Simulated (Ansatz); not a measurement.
## Run report: BSiH₅OF₂, geometry relaxation (part 1 of 2)

BSiH₅OF₂, computed with RKS B3LYP/def2-SVP (Ansatz 0.2.0).

The run did not end well. It belongs to a series of runs on one base structure; here: end point A relaxed.

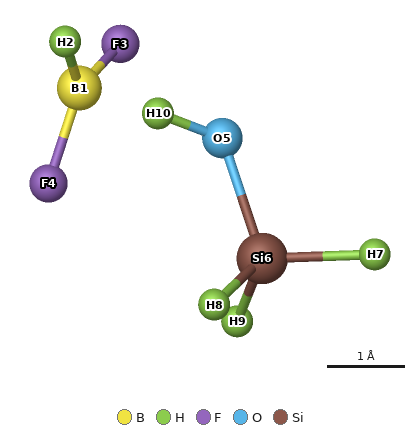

The structure as given in the input (ball-and-stick view, seen at a tilt; atoms are numbered from 1 in the order of the input). Bond lengths as drawn: B–F 1.32 Å, B–H 1.19 Å, H–O 0.98 Å, H–Si 1.49 Å and O–Si 1.68 Å.

**Input file**
```yaml
crystal:
  periodic: [false, false, false]
  atoms:
    - { symbol: B, position_ang: [0.11774, 0.492976, 0.02551] }
    - { symbol: H, position_ang: [0.100251, 0.424612, 1.218397] }
    - { symbol: F, position_ang: [1.223695, 0.803202, -0.618899] }
    - { symbol: F, position_ang: [-0.999795, 0.332965, -0.662077] }
    - { symbol: O, position_ang: [0.171908, -2.031079, 0.673676] }
    - { symbol: Si, position_ang: [-0.745097, -3.206811, -0.104241] }
    - { symbol: H, position_ang: [0.110714, -4.418106, -0.220249] }
    - { symbol: H, position_ang: [-1.979961, -3.528437, 0.673857] }
    - { symbol: H, position_ang: [-1.128134, -2.739857, -1.462911] }
    - { symbol: H, position_ang: [-0.226021, -1.410866, 1.323836] }
basis:
  gaussian: { orbitals: def2-SVP }
hamiltonian:
  xc: b3lyp
relax:
  f_tol: 0.03
  max_steps: 50
```

Run as:
```bash
ansatz run input.yaml --threads 2 --pin off --max-ram 3072MiB --backend cpu --events-out ev --progress --plain --runs-dir out
```

**Log**
```
The last accepted step is kept in [file] (removed where the run ends without a failure and the disk answers)
Engine: ansatz 0.2.0, aarch64-unknown-linux-gnu
Functional definition: B3LYP
  parameter a0 = 0.2
  parameter ax = 0.72
  parameter ac = 0.81
  exchange = (1 - a0 - ax)*slater_x + ax*b88_x + a0*exact_x
  correlation = (1 - ac)*vwn_rpa_c + ac*lyp_c
1031 factors; integrals over basis functions are off by at most 4.2e-4 eV
mean field evaluation 1: about -16106.5659 eV, gradient 5.6e1 eV
mean field evaluation 2: about -16096.3992 eV, gradient 9.4e1 eV
mean field evaluation 4: about -16111.7298 eV, gradient 4.6e0 eV
mean field evaluation 8: about -16111.7979 eV, gradient 7.1e-2 eV
mean field evaluation 16: about -16111.7979 eV, gradient 7.7e-6 eV
mean field -16111.79788372 eV, -592.0976512578 hartree, gradient 7.7e-6 eV, S^2 0.000000; 0 other end points of the search recorded, 0 dependent functions left out
the calculation of the forces begins
reference -16111.79814514 eV, -592.0976608648 hartree; 25, 25 occupied and 74, 74 virtual orbitals, 1031 factors
relax step   1: F+E_penalty+E_count = -16111.79788372 eV  Δ(F+E_penalty+E_count) = +0.000e0 eV  max|allowed force component| = 8.380e-1 eV/Å  Δτ_max = 0.0000 Å  (26 SCF iters, accepted)
these checks for a lower state are left out or cut short: starts, cluster_reference, orbital_swaps, neighbouring_geometries, increment
1031 factors; integrals over basis functions are off by at most 4.7e-4 eV
mean field -16111.77917232 eV, -592.0969636264 hartree, gradient 8.6e-6 eV, S^2 0.000000; 0 other end points of the search recorded, 0 dependent functions left out
[... from here on the field's lines of each further geometry are left out, up to the last ...]
relax step   2: F+E_penalty+E_count = -16111.77917232 eV  Δ(F+E_penalty+E_count) = +1.871e-2 eV  max|allowed force component| = 1.273e0 eV/Å  Δτ_max = 0.1933 Å  (28 SCF iters, rejected (line search))
relax step   3: F+E_penalty+E_count = -16111.83590184 eV  Δ(F+E_penalty+E_count) = -3.802e-2 eV  max|allowed force component| = 5.879e-1 eV/Å  Δτ_max = 0.0943 Å  (29 SCF iters, accepted)
relax step   4: F+E_penalty+E_count = -16111.86759137 eV  Δ(F+E_penalty+E_count) = -3.169e-2 eV  max|allowed force component| = 4.735e-1 eV/Å  Δτ_max = 0.1000 Å  (29 SCF iters, accepted)
relax step   5: F+E_penalty+E_count = -16111.88679250 eV  Δ(F+E_penalty+E_count) = -1.920e-2 eV  max|allowed force component| = 4.480e-1 eV/Å  Δτ_max = 0.0771 Å  (27 SCF iters, accepted)
relax step   6: F+E_penalty+E_count = -16111.92181572 eV  Δ(F+E_penalty+E_count) = -3.502e-2 eV  max|allowed force component| = 1.089e0 eV/Å  Δτ_max = 0.1956 Å  (27 SCF iters, accepted)
relax step   7: F+E_penalty+E_count = -16111.94518006 eV  Δ(F+E_penalty+E_count) = -2.336e-2 eV  max|allowed force component| = 9.495e-1 eV/Å  Δτ_max = 0.0682 Å  (29 SCF iters, accepted)
relax step   8: F+E_penalty+E_count = -16112.00098824 eV  Δ(F+E_penalty+E_count) = -5.581e-2 eV  max|allowed force component| = 3.525e-1 eV/Å  Δτ_max = 0.1619 Å  (27 SCF iters, accepted)
relax step   9: F+E_penalty+E_count = -16112.00797308 eV  Δ(F+E_penalty+E_count) = -6.985e-3 eV  max|allowed force component| = 2.953e-1 eV/Å  Δτ_max = 0.0191 Å  (29 SCF iters, accepted)
relax step  10: F+E_penalty+E_count = -16111.98625227 eV  Δ(F+E_penalty+E_count) = +2.172e-2 eV  max|allowed force component| = 1.941e0 eV/Å  Δτ_max = 0.1571 Å  (28 SCF iters, rejected (line search))
relax step  11: F+E_penalty+E_count = -16112.02090825 eV  Δ(F+E_penalty+E_count) = -1.294e-2 eV  max|allowed force component| = 2.038e-1 eV/Å  Δτ_max = 0.0763 Å  (29 SCF iters, accepted)
relax step  12: F+E_penalty+E_count = -16112.02762066 eV  Δ(F+E_penalty+E_count) = -6.712e-3 eV  max|allowed force component| = 4.301e-1 eV/Å  Δτ_max = 0.0743 Å  (28 SCF iters, accepted)
relax step  13: F+E_penalty+E_count = -16112.03153254 eV  Δ(F+E_penalty+E_count) = -3.912e-3 eV  max|allowed force component| = 3.007e-1 eV/Å  Δτ_max = 0.0299 Å  (29 SCF iters, accepted)
relax step  14: F+E_penalty+E_count = -16112.03656669 eV  Δ(F+E_penalty+E_count) = -5.034e-3 eV  max|allowed force component| = 1.359e-1 eV/Å  Δτ_max = 0.0696 Å  (29 SCF iters, accepted)
relax step  15: F+E_penalty+E_count = -16112.03842605 eV  Δ(F+E_penalty+E_count) = -1.859e-3 eV  max|allowed force component| = 1.303e-1 eV/Å  Δτ_max = 0.0776 Å  (28 SCF iters, accepted)
relax step  16: F+E_penalty+E_count = -16112.04033394 eV  Δ(F+E_penalty+E_count) = -1.908e-3 eV  max|allowed force component| = 1.514e-1 eV/Å  Δτ_max = 0.0590 Å  (28 SCF iters, accepted)
relax step  17: F+E_penalty+E_count = -16112.04270728 eV  Δ(F+E_penalty+E_count) = -2.373e-3 eV  max|allowed force component| = 1.050e-1 eV/Å  Δτ_max = 0.0665 Å  (27 SCF iters, accepted)
relax step  18: F+E_penalty+E_count = -16112.04028344 eV  Δ(F+E_penalty+E_count) = +2.424e-3 eV  max|allowed force component| = 2.789e-1 eV/Å  Δτ_max = 0.1772 Å  (27 SCF iters, rejected (line search))
relax step  19: F+E_penalty+E_count = -16112.04513473 eV  Δ(F+E_penalty+E_count) = -2.427e-3 eV  max|allowed force component| = 3.243e-1 eV/Å  Δτ_max = 0.0886 Å  (28 SCF iters, accepted)
relax step  20: F+E_penalty+E_count = -16112.05228513 eV  Δ(F+E_penalty+E_count) = -7.150e-3 eV  max|allowed force component| = 1.734e-1 eV/Å  Δτ_max = 0.0964 Å  (28 SCF iters, accepted)
relax step  21: F+E_penalty+E_count = -16112.05177917 eV  Δ(F+E_penalty+E_count) = +5.060e-4 eV  max|allowed force component| = 2.339e-1 eV/Å  Δτ_max = 0.1465 Å  (27 SCF iters, rejected (line search))
relax step  22: F+E_penalty+E_count = -16112.05628310 eV  Δ(F+E_penalty+E_count) = -3.998e-3 eV  max|allowed force component| = 9.510e-2 eV/Å  Δτ_max = 0.0733 Å  (28 SCF iters, accepted)
relax step  23: F+E_penalty+E_count = -16112.05900422 eV  Δ(F+E_penalty+E_count) = -2.721e-3 eV  max|allowed force component| = 5.384e-2 eV/Å  Δτ_max = 0.0732 Å  (28 SCF iters, accepted)
relax step  24: F+E_penalty+E_count = -16112.06040135 eV  Δ(F+E_penalty+E_count) = -1.397e-3 eV  max|allowed force component| = 9.920e-2 eV/Å  Δτ_max = 0.0673 Å  (28 SCF iters, accepted)
relax step  25: F+E_penalty+E_count = -16112.06207668 eV  Δ(F+E_penalty+E_count) = -1.675e-3 eV  max|allowed force component| = 7.566e-2 eV/Å  Δτ_max = 0.0324 Å  (29 SCF iters, accepted)
relax step  26: F+E_penalty+E_count = -16112.06432395 eV  Δ(F+E_penalty+E_count) = -2.247e-3 eV  max|allowed force component| = 1.901e-1 eV/Å  Δτ_max = 0.0647 Å  (28 SCF iters, accepted)
relax step  27: F+E_penalty+E_count = -16112.06303345 eV  Δ(F+E_penalty+E_count) = +1.291e-3 eV  max|allowed force component| = 2.376e-1 eV/Å  Δτ_max = 0.1023 Å  (28 SCF iters, rejected (line search))
relax step  28: F+E_penalty+E_count = -16112.06611128 eV  Δ(F+E_penalty+E_count) = -1.787e-3 eV  max|allowed force component| = 5.849e-2 eV/Å  Δτ_max = 0.0498 Å  (29 SCF iters, accepted)
relax step  29: F+E_penalty+E_count = -16112.06799862 eV  Δ(F+E_penalty+E_count) = -1.887e-3 eV  max|allowed force component| = 6.505e-2 eV/Å  Δτ_max = 0.0786 Å  (28 SCF iters, accepted)
relax step  30: F+E_penalty+E_count = -16112.05959312 eV  Δ(F+E_penalty+E_count) = +8.405e-3 eV  max|allowed force component| = 7.911e-1 eV/Å  Δτ_max = 0.1359 Å  (27 SCF iters, rejected (line search))
relax step  31: F+E_penalty+E_count = -16112.06973807 eV  Δ(F+E_penalty+E_count) = -1.739e-3 eV  max|allowed force component| = 5.921e-2 eV/Å  Δτ_max = 0.0679 Å  (28 SCF iters, accepted)
relax step  32: F+E_penalty+E_count = -16112.07058036 eV  Δ(F+E_penalty+E_count) = -8.423e-4 eV  max|allowed force component| = 8.671e-2 eV/Å  Δτ_max = 0.0734 Å  (28 SCF iters, accepted)
relax step  33: F+E_penalty+E_count = -16112.07092114 eV  Δ(F+E_penalty+E_count) = -3.408e-4 eV  max|allowed force component| = 1.063e-1 eV/Å  Δτ_max = 0.0440 Å  (28 SCF iters, accepted)
relax step  34: F+E_penalty+E_count = -16112.07148387 eV  Δ(F+E_penalty+E_count) = -5.627e-4 eV  max|allowed force component| = 7.150e-2 eV/Å  Δτ_max = 0.0059 Å  (23 SCF iters, accepted)
relax step  35: F+E_penalty+E_count = -16112.07188106 eV  Δ(F+E_penalty+E_count) = -3.972e-4 eV  max|allowed force component| = 4.880e-2 eV/Å  Δτ_max = 0.0196 Å  (30 SCF iters, accepted)
relax step  36: F+E_penalty+E_count = -16112.07230253 eV  Δ(F+E_penalty+E_count) = -4.215e-4 eV  max|allowed force component| = 2.754e-2 eV/Å  Δτ_max = 0.0446 Å  (29 SCF iters, accepted)
relax step  37: F+E_penalty+E_count = -16112.05761291 eV  Δ(F+E_penalty+E_count) = +1.469e-2 eV  max|allowed force component| = 8.691e-1 eV/Å  Δτ_max = 0.1961 Å  (27 SCF iters, rejected (line search))
relax step  38: F+E_penalty+E_count = -16112.07246129 eV  Δ(F+E_penalty+E_count) = -1.588e-4 eV  max|allowed force component| = 2.294e-2 eV/Å  Δτ_max = 0.0142 Å  (30 SCF iters, accepted)
relax step  39: F+E_penalty+E_count = -16112.07269018 eV  Δ(F+E_penalty+E_count) = -2.289e-4 eV  max|allowed force component| = 7.251e-2 eV/Å  Δτ_max = 0.0603 Å  (29 SCF iters, accepted)
relax step  40: F+E_penalty+E_count = -16112.07287737 eV  Δ(F+E_penalty+E_count) = -1.872e-4 eV  max|allowed force component| = 4.245e-2 eV/Å  Δτ_max = 0.0090 Å  (30 SCF iters, accepted)
relax step  41: F+E_penalty+E_count = -16112.07330442 eV  Δ(F+E_penalty+E_count) = -4.271e-4 eV  max|allowed force component| = 1.028e-1 eV/Å  Δτ_max = 0.0547 Å  (29 SCF iters, accepted)
relax step  42: F+E_penalty+E_count = -16112.04120919 eV  Δ(F+E_penalty+E_count) = +3.210e-2 eV  max|allowed force component| = 1.473e0 eV/Å  Δτ_max = 0.1754 Å  (27 SCF iters, rejected (line search))
relax step  43: F+E_penalty+E_count = -16112.07640367 eV  Δ(F+E_penalty+E_count) = -3.099e-3 eV  max|allowed force component| = 2.050e-1 eV/Å  Δτ_max = 0.0877 Å  (27 SCF iters, accepted)
relax step  44: F+E_penalty+E_count = -16112.06032290 eV  Δ(F+E_penalty+E_count) = +1.608e-2 eV  max|allowed force component| = 1.295e0 eV/Å  Δτ_max = 0.0975 Å  (27 SCF iters, rejected (line search))
relax step  45: F+E_penalty+E_count = -16112.08053514 eV  Δ(F+E_penalty+E_count) = -4.131e-3 eV  max|allowed force component| = 1.216e-1 eV/Å  Δτ_max = 0.0487 Å  (29 SCF iters, accepted)
relax step  46: F+E_penalty+E_count = -16112.08379807 eV  Δ(F+E_penalty+E_count) = -3.263e-3 eV  max|allowed force component| = 1.060e-1 eV/Å  Δτ_max = 0.0500 Å  (29 SCF iters, accepted)
relax step  47: F+E_penalty+E_count = -16112.08718819 eV  Δ(F+E_penalty+E_count) = -3.390e-3 eV  max|allowed force component| = 5.989e-2 eV/Å  Δτ_max = 0.0750 Å  (29 SCF iters, accepted)
relax step  48: F+E_penalty+E_count = -16112.08688003 eV  Δ(F+E_penalty+E_count) = +3.082e-4 eV  max|allowed force component| = 5.056e-1 eV/Å  Δτ_max = 0.1099 Å  (29 SCF iters, rejected (line search))
the calculation of the forces begins
reference -16112.08932463 eV, -592.1083615139 hartree; 25, 25 occupied and 74, 74 virtual orbitals, 1031 factors
relax step  49: F+E_penalty+E_count = -16112.08907828 eV  Δ(F+E_penalty+E_count) = -1.890e-3 eV  max|allowed force component| = 3.995e-2 eV/Å  Δτ_max = 0.0550 Å  (30 SCF iters, accepted)
these checks for a lower state are left out or cut short: starts, cluster_reference, orbital_swaps, neighbouring_geometries, increment
1031 factors; integrals over basis functions are off by at most 5.9e-4 eV
mean field evaluation 352: about -16112.0336 eV, gradient 2.5e0 eV
mean field -16112.09035508 eV, -592.1083993823 hartree, gradient 2.7e-5 eV, S^2 0.000000; 0 other end points of the search recorded, 0 dependent functions left out
the calculation of the forces begins
reference -16112.09060155 eV, -592.1084084395 hartree; 25, 25 occupied and 74, 74 virtual orbitals, 1031 factors
relax step  50: F+E_penalty+E_count = -16112.09035508 eV  Δ(F+E_penalty+E_count) = -1.277e-3 eV  max|allowed force component| = 9.476e-2 eV/Å  Δτ_max = 0.0548 Å  (29 SCF iters, accepted)
```

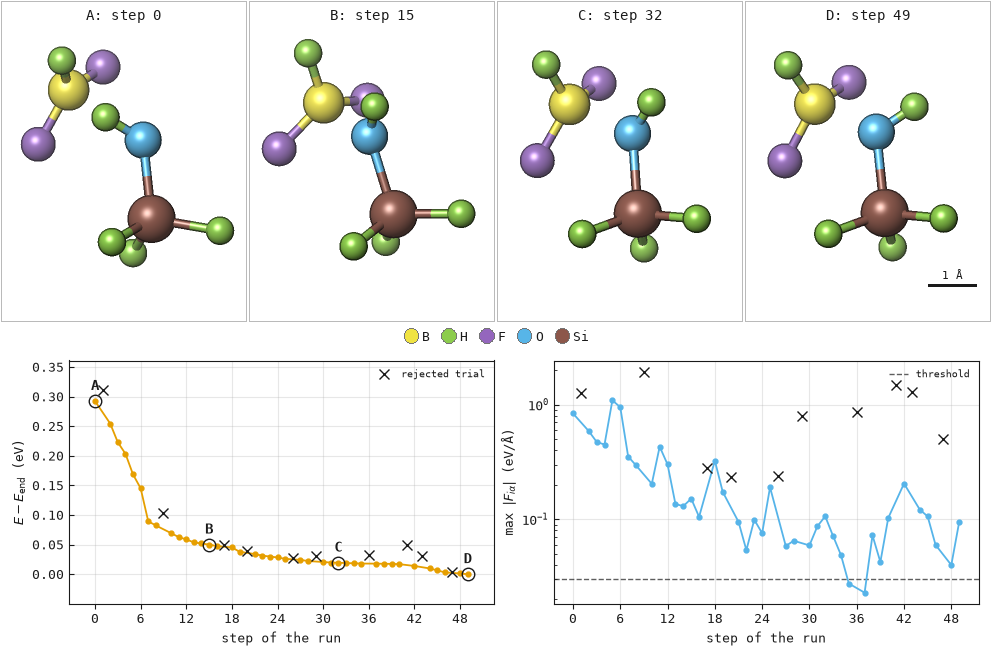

Frames of the relaxation (ball-and-stick view, seen at an oblique angle) above the curves, on which the letters mark them (the first geometry is step 0 here and step 1 in the log).

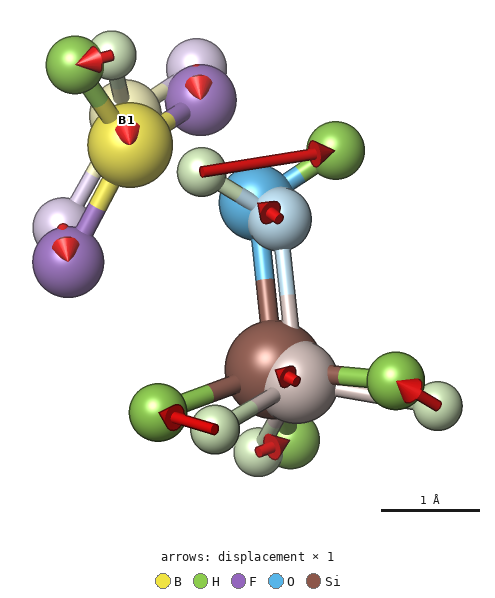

Start (faint) and end (solid) with the displacements as red arrows, at true length (ball-and-stick view, seen at an oblique angle). The two geometries are laid on each other by the best rigid fit. The relaxation stopped without meeting its thresholds, so the last structure isn't shown to be converged. The largest move after the best rigid fit is that of H10, 1.54 Å. Largest moves by element: H 1.54 Å, B 0.58 Å, F 0.57 Å, O 0.37 Å, Si 0.32 Å. Among the contacts that change: O5–Si6 1.682 → 1.732 Å, B1–F4 1.322 → 1.368 Å, B1–F3 1.317 → 1.357 Å, Si6–H8 1.495 → 1.477 Å. Among the angles that change: O5–Si6–H8 111.1° → 106.7°, F3–B1–F4 118.9° → 114.8°, H8–Si6–H9 109.3° → 113.2°. After 49 geometry steps the energy has fallen by 0.292 eV. Largest force component: 0.84 eV/Å at the start, 0.095 eV/Å at the end. The line search rejected the trial steps at points 1, 9, 17, 20, 26, 29, 36, 41 and more (counted from 0) and went back. (Atoms are counted from 1 in the order of the input.)
